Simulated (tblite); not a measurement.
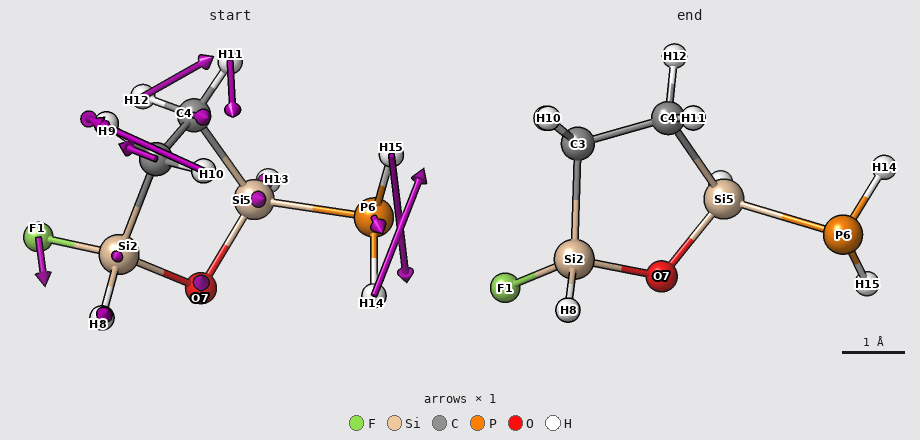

The structure of C2H8FOPSi2 before (left) and after (right) a relaxation, at one scale. The purple arrows give the displacements, at their true length.

Style: ball-and-stick. Shown face on.

The calculation used GFN2-xTB geometry optimisation, gas phase in tblite 0.8.0. 

Q: Summarise the run.

A: The energy falls by 132.6 kJ/mol in 257 geometry steps. The atom that moves furthest after the best rigid fit is H15 (2.73 Å). Largest moves by element: H 2.73 Å, F 0.85 Å, C 0.83 Å, O 0.47 Å, P 0.46 Å, Si 0.43 Å. Some distances before and after: Si2–O7 1.728 → 1.624 Å, P6–H14 1.460 → 1.384 Å, P6–H15 1.454 → 1.383 Å, F1–Si2 1.676 → 1.606 Å. Among the angles between lasting bonds that change: Si5–P6–H15 112.5° → 94.9°, Si2–O7–Si5 101.2° → 118.7°, Si5–P6–H14 109.2° → 94.0°. Groups turn about C3–C4 by about 85°, Si2–C3 by about 70°, C4–Si5 by about 65°.
